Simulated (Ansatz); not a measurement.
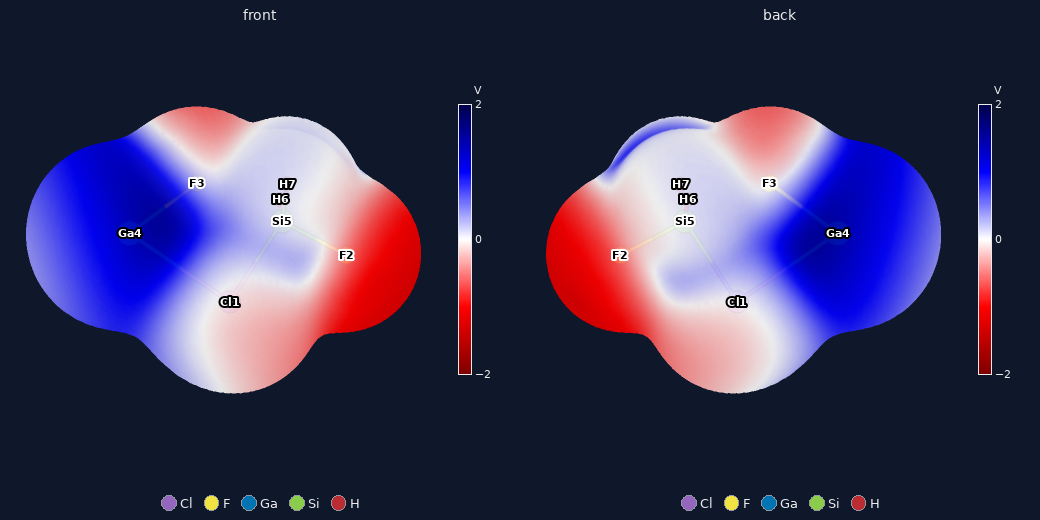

The picture shows: ClF₂GaH₂Si. The molecular electrostatic potential painted on the density surface at 0.001 e/bohr³, seen from the front and from behind; the colour scale runs from red (negative) to blue (positive).

Geometry: r2SCAN-D4/def2-SVP.

These are results of isolated molecule in a Gaussian basis; Kohn-Sham density functional theory, functional PBE0 in Ansatz, not measurements.

```xyz
7

Cl    0.6139    0.5431    1.1828
F     1.6578    0.3561   -1.4496
F    -1.4322   -0.9924    0.1169
Ga   -1.7292   -0.6062    1.9553
Si    0.2831   -0.2612   -0.8096
H     0.5507   -1.7097   -0.9012
H    -0.7431    0.4786   -1.5697
```

Which sites attract a positive test charge, and which a negative one?

A positive charge is drawn to the negative regions and a negative charge to the positive ones. The most negative region (about −1.2 V, or −28 kcal/mol for a unit charge) lies over F2, the most positive (about +1.5 V, or +35 kcal/mol for a unit charge) over Ga4.

What dipole moment does the calculation give?

Its dipole moment is 3.50 D.
